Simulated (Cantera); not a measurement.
Input: 1 mol SiH2Cl2, 0.035 mol HCl, 41 mol N2, equilibrated at 5.80 mbar.

Cantera equilibrium calculation (NASA polynomials, part measured and part estimated; ideal gas, pure solids and liquids). Candidate condensed phases: NH4Cl, Si, Si3N4; 28 gas species. N2 is the only nitrogen source here; it is nearly inert below about 1500 K, so the nitride shown seldom forms there in practice. The tables' values for SiCl3, SiCl are old estimates; treat these amounts as uncertain. The numbers say what is thermodynamically allowed, not how fast it happens.

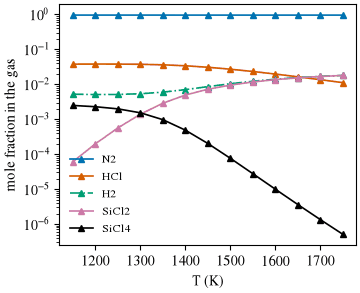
Fig. 1. Equilibrium gas composition (values under 1e-9 drawn at 1e-9)

Read off the mole fractions at 1150 K.

N2 about 0.95, HCl about 0.038, H2 about 0.0052, SiCl4 about 0.0025, SiCl2 about 6.1e-5.
